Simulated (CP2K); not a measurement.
# C2H4BF2NO (SMILES FB1NCOC1F): levels of theory compared

We compute a comparison of 3 runs (AM1, PM6, GFN0-xTB) of C2H4BF2NO. 

Program for the calculation: CP2K 2026.2.

2 further runs of the same task are left out: 2 set aside as unsound or not needed.

## 1. The molecule

C2H4BF2NO: 11 atoms, total charge 0, spin state singlet. SMILES: `FB1NCOC1F`. Geometry: a rough force-field guess. This is one conformer, not always the lowest.

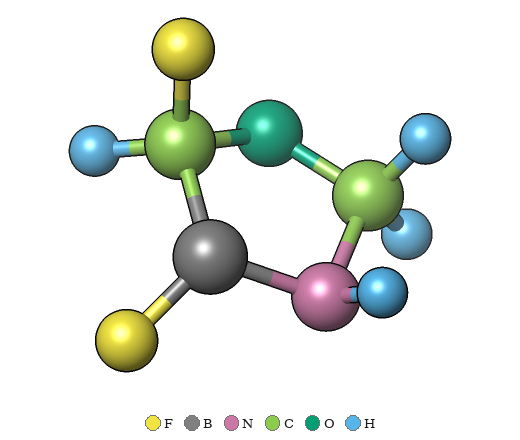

The structure, seen from a chosen angle (fluorine yellow, boron grey, nitrogen pink, carbon green, oxygen teal, hydrogen blue).

## 2. Energy and forces at AM1 (run 1)

Input file molecule.pdb:

```
HETATM    1 F    MOL A   1      -2.472  -0.110  -0.159  1.00  0.00           F
HETATM    2 B    MOL A   1      -1.134  -0.261   0.173  1.00  0.00           B
HETATM    3 N    MOL A   1      -0.270  -0.989  -0.793  1.00  0.00           N
HETATM    4 C    MOL A   1       1.114  -0.278  -0.626  1.00  0.00           C
HETATM    5 O    MOL A   1       0.864   0.978  -0.042  1.00  0.00           O
HETATM    6 C    MOL A   1      -0.319   0.954   0.732  1.00  0.00           C
HETATM    7 F    MOL A   1       0.011   0.728   2.070  1.00  0.00           F
HETATM    8 H    MOL A   1      -0.091  -1.947  -0.417  1.00  0.00           H
HETATM    9 H    MOL A   1       1.751  -0.868   0.042  1.00  0.00           H
HETATM   10 H    MOL A   1       1.503  -0.152  -1.600  1.00  0.00           H
HETATM   11 H    MOL A   1      -0.892   1.888   0.638  1.00  0.00           H
END
```

Input file mol.inp:

```
&force_eval
   method QS
   &dft
      &qs
         method AM1
         eps_default 1.0E-10
         &se
            &coulomb
               cutoff [angstrom] 50
               rc_range [angstrom] 0
            &end
            &exchange
               cutoff [angstrom] 50
               rc_range [angstrom] 0
            &end
         &end
      &end
      &poisson
         periodic NONE
         poisson_solver ANALYTIC
      &end
      &scf
         scf_guess ATOMIC
         eps_scf 1.0E-06
         max_scf 80
         &diagonalization
            algorithm STANDARD
         &end
         &mixing
            method DIRECT_P_MIXING
            alpha 0.4
         &end
      &end
      &print
         &moments
            periodic F
            reference COM
            max_moment 1
         &end
         &mo ON
            energies T
            occupation_numbers T
            ndigits 6
            &each
               qs_scf 0
            &end
            add_last NUMERIC
         &end
         &hirshfeld OFF
         &end
      &end
   &end
   &subsys
      &cell
         abc 16.2 15.8 15.7
         periodic NONE
      &end
      &topology
         coord_file_name molecule.pdb
         coord_file_format PDB
         conn_file_format OFF
         &center_coordinates
         &end
      &end
   &end
   &print
      &forces ON
      &end
   &end
&end
&global
   project mol
   run_type ENERGY_FORCE
   print_level MEDIUM
&end
```

On the command line:

```sh
$ OMP_NUM_THREADS=1 cp2k.psmp mol.inp > mol.out
```

Output:

```text
CP2K| version string:                                       CP2K version 2026.2
[...]
 GLOBAL| Method name                                                        CP2K
[...]
 GLOBAL| Run type                                                   ENERGY_FORCE
[...]
                             - Atoms:                                         11
[...]
                             - Spherical basis functions:                     32
[...]
 Number of electrons:                                                         40
[...]
     1 P_Mix/Diag. 0.40E+00    0.0     0.77033170       -59.7397226188 -5.97E+01
[...]
    17 DIIS/Diag.  0.14E-06    0.0     0.00000030       -69.0818181297 -5.14E-12
  *** SCF run converged in    17 steps ***
  Core-core repulsion energy [eV]:                           3974.70304517610111
  Core Hamiltonian energy [eV]:                             -3088.53495195426649
  Two-electron integral energy [eV]:                        -5531.95992771449710
  Electronic energy [eV]:                                   -5854.51491581151549
  Total energy [eV]:                                        -1879.81187063541415
  Atomic reference energy [eV]:                              1872.88706797096575
  Heat of formation [kcal/mol]:                              -159.68975572216442
[...]
 SE_DIPOLE| Moment [Debye]         -0.62798195       1.58375265      -0.16937658
 SE_DIPOLE| Derivative [a.u.]       0.00000000       0.00000000       0.00000000
 ENERGY| Total FORCE_EVAL ( QS ) energy [hartree]            -69.081818129675767
[...]
```

Run time: 0.22 s. Hardware: 1 thread of Arm Neoverse V2, shared host.

## 3. A single-point energy at PM6 (run 2)

Input file calc.inp:

```
&GLOBAL
 PROJECT calc
 RUN_TYPE ENERGY
 PRINT_LEVEL MEDIUM
&END

&FORCE_EVAL
 METHOD QS
 &DFT
  CHARGE 0
  MULTIPLICITY 1
  &QS
   METHOD PM6
   EPS_DEFAULT 1.0E-10
   &SE
    &COULOMB
     CUTOFF [angstrom] 50
     RC_RANGE [angstrom] 0
    &END
    &EXCHANGE
     CUTOFF [angstrom] 50
     RC_RANGE [angstrom] 0
    &END
   &END
  &END
  # isolated system
  &POISSON
   PERIODIC NONE
   POISSON_SOLVER ANALYTIC
  &END
  # self-consistent field
  &SCF
   SCF_GUESS ATOMIC
   EPS_SCF 1.0E-06
   MAX_SCF 40
   &OT ON
    MINIMIZER DIIS
    PRECONDITIONER FULL_SINGLE_INVERSE
    ENERGY_GAP 0.5
   &END
   &OUTER_SCF
    EPS_SCF 1.0E-06
    MAX_SCF 5
   &END
  &END
  # extra output
  &PRINT
   &MOMENTS
    PERIODIC F
    REFERENCE COM
    MAX_MOMENT 1
   &END
   &MO_CUBES
    NLUMO 5
    NHOMO -1
    WRITE_CUBE F
   &END
   &HIRSHFELD OFF
   &END
  &END
 &END
 &SUBSYS
  # box in angstrom
  &CELL
   ABC [angstrom] 12.2 11.8 11.7
   PERIODIC NONE
  &END
  &COORD
   UNIT bohr
   F     -4.6715920    -0.2088147    -0.3000885
   B     -2.1437053    -0.4926516     0.3273006
   N     -0.5106040    -1.8695061    -1.4979859
   C      2.1059108    -0.5247769    -1.1824016
   O      1.6317785     1.8477742    -0.0788016
   C     -0.6022557     1.8033656     1.3842244
   F      0.0207870     1.3760986     3.9117331
   H     -0.1715871    -3.6789188    -0.7883937
   H      3.3089104    -1.6408492     0.0795575
   H      2.8408253    -0.2876163    -3.0226169
   H     -1.6852578     3.5679919     1.2062122
  &END
  &TOPOLOGY
   &CENTER_COORDINATES
   &END
  &END
 &END
&END
```

On the command line:

```sh
$ OMP_NUM_THREADS=1 cp2k.psmp -i calc.inp -o calc.out
```

Output:

```text
CP2K| version string:                                       CP2K version 2026.2
[...]
 GLOBAL| Method name                                                        CP2K
[...]
 GLOBAL| Run type                                                         ENERGY
[...]
                             - Atoms:                                         11
[...]
                             - Spherical basis functions:                     32
[...]
 Number of electrons:                                                         40
[...]
     1 OT DIIS     0.80E-01    0.0     0.18747677       -57.9788395732 -5.80E+01
[...]
    11 OT DIIS     0.80E-01    0.0     0.00000086       -65.0316266013 -4.82E-10
  *** SCF run converged in    11 steps ***
  Core-core repulsion energy [eV]:                           3859.52437687455313
  Core Hamiltonian energy [eV]:                             -2931.39024638686669
  Two-electron integral energy [eV]:                        -5395.46936950432428
  Electronic energy [eV]:                                   -5629.12493113902929
  Total energy [eV]:                                        -1769.60055426447593
  Atomic reference energy [eV]:                              1762.18558447096552
  Heat of formation [kcal/mol]:                              -170.99327914309956
[...]
 SE_DIPOLE| Moment [Debye]         -1.18822982       2.11905405      -0.35176543
 SE_DIPOLE| Derivative [a.u.]       0.00000000       0.00000000       0.00000000
 *** WARNING in qs_scf_post_se.F:140 :: Printing of MO cube files not ***
 *** implemented for Semi-Empirical method.                           ***
 ENERGY| Total FORCE_EVAL ( QS ) energy [hartree]            -65.031626601309711
[...]
```

Wall time 0.5 s (1 thread of Arm Neoverse V2, shared host).

## 4. Energy and forces at GFN0-xTB (run 3)

molecule.pdb is that of step 2.

Input file molecule.inp:

```
&GLOBAL
   PROJECT_NAME molecule
   RUN_TYPE ENERGY_FORCE
   PRINT_LEVEL MEDIUM
&END GLOBAL
&FORCE_EVAL
   METHOD QS
   &DFT
      CHARGE 0
      MULTIPLICITY 1
      &QS
         METHOD XTB
         EPS_DEFAULT 1.0E-10
         &XTB
            GFN_TYPE 0
            CHECK_ATOMIC_CHARGES F
         &END XTB
      &END QS
      &POISSON
         PERIODIC NONE
         POISSON_SOLVER ANALYTIC
      &END POISSON
      ! self-consistent field
      &SCF
         SCF_GUESS ATOMIC
         EPS_SCF 1.0E-06
         MAX_SCF 150
         ADDED_MOS 8
         &DIAGONALIZATION
            ALGORITHM STANDARD
         &END DIAGONALIZATION
         &MIXING
            METHOD DIRECT_P_MIXING
            ALPHA 0.4
         &END MIXING
         &SMEAR ON
            METHOD FERMI_DIRAC
            ELECTRONIC_TEMPERATURE [K] 300
         &END SMEAR
      &END SCF
      ! extra output
      &PRINT
         &MOMENTS
            PERIODIC F
            REFERENCE COM
            MAX_MOMENT 1
         &END MOMENTS
         &MO ON
            ENERGIES T
            OCCUPATION_NUMBERS T
            NDIGITS 6
            &EACH
               QS_SCF 0
            &END EACH
            ADD_LAST NUMERIC
         &END MO
         &HIRSHFELD OFF
         &END HIRSHFELD
      &END PRINT
   &END DFT
   &SUBSYS
      &CELL
         ABC [angstrom] 16.2 15.8 15.7
         PERIODIC NONE
      &END CELL
      &TOPOLOGY
         COORD_FILE_NAME molecule.pdb
         COORD_FILE_FORMAT PDB
         CONN_FILE_FORMAT OFF
         &CENTER_COORDINATES
         &END CENTER_COORDINATES
      &END TOPOLOGY
   &END SUBSYS
   ! extra output
   &PRINT
      &FORCES ON
      &END FORCES
   &END PRINT
&END FORCE_EVAL
```

On the command line:

```sh
$ OMP_NUM_THREADS=1 cp2k.psmp -i molecule.inp > molecule.out 2>&1
```

Output:

```text
CP2K| version string:                                       CP2K version 2026.2
[...]
 GLOBAL| Method name                                                        CP2K
[...]
 GLOBAL| Run type                                                   ENERGY_FORCE
[...]
                             - Atoms:                                         11
[...]
                             - Spherical basis functions:                     36
[...]
 Number of electrons:                                                         40
[...]
  Fermi energy:                                                -0.28770985607399
[...]
 ENERGY| Total FORCE_EVAL ( QS ) energy [hartree]            -21.756176226722864
 FORCES| Atomic forces [hartree/bohr]
 FORCES|   Atom     x               y               z               |f|
 FORCES|      1  2.77202829E-02 -9.98344048E-03  1.40773985E-02   3.26535804E-02
 FORCES|      2 -2.42451870E-02  1.10715426E-02 -3.70925167E-02   4.56756274E-02
 FORCES|      3  4.86577702E-02  1.22779401E-03  4.34027189E-02   6.52141249E-02
 FORCES|      4 -5.57184770E-02 -1.52551001E-02  2.21919609E-02   6.18849730E-02
 FORCES|      5 -1.57185577E-02  3.60712253E-03  4.51371718E-03   1.67468812E-02
 FORCES|      6  9.97250927E-03 -5.26367416E-03  3.63721206E-03   1.18484817E-02
 FORCES|      7 -3.96353242E-03  6.55455719E-03 -1.39226914E-02   1.58906622E-02
 FORCES|      8 -9.00743511E-03  1.23067993E-02 -1.69095751E-02   2.27711424E-02
 FORCES|      9 -9.72947245E-04 -3.78146043E-03 -6.62849860E-03   7.69305290E-03
 FORCES|     10  1.24200700E-02  2.72829211E-03 -1.93759079E-02   2.31760118E-02
 FORCES|     11  1.08555040E-02 -3.21243252E-03  6.10618217E-03   1.28626261E-02
 FORCES| Sum    -5.72458747E-17 -7.58941521E-17  2.35055031E-16
 FORCES| Total atomic force                                       2.53550547E-16
[...]
```

Wall time 0.22 s (1 thread of Arm Neoverse V2, shared host).

## 5. All runs side by side

```tsv
run	level	task	iteration cap	energy (Eh)	dipole moment (D)	HOMO energy (eV)	heat of formation (kcal/mol)	wall time
1	AM1	gradient	80	-69.081818	1.71	-10.71	-159.7	0.22 s
2	PM6	energy	40	-65.031627	2.45	–	-171.0	0.5 s
3	GFN0-xTB	gradient	150	-21.756176	1.24	-11.16	–	0.22 s
```

## 6. What came out

```
                                        quantity         value
                             run 3: total energy  -21.75618 Eh
run 3: dipole moment (from atomic charges alone)        1.24 D
                              run 3: HOMO energy     -11.16 eV
                              run 3: LUMO energy      -6.95 eV
                            run 3: HOMO–LUMO gap       4.21 eV
                        run 3: dispersion energy  -7.99 kJ/mol
                 run 3: largest force on an atom    3.353 eV/Å
```

**Reading.** The dipole moment (its size) runs from 1.24 D (GFN0-xTB) to 2.45 D (PM6). Some of these are taken from atomic charges alone. Force-field and semi-empirical energies have zeros of their own, so their totals don't compare. All runs together took 0.94 s, the longest 0.5 s.
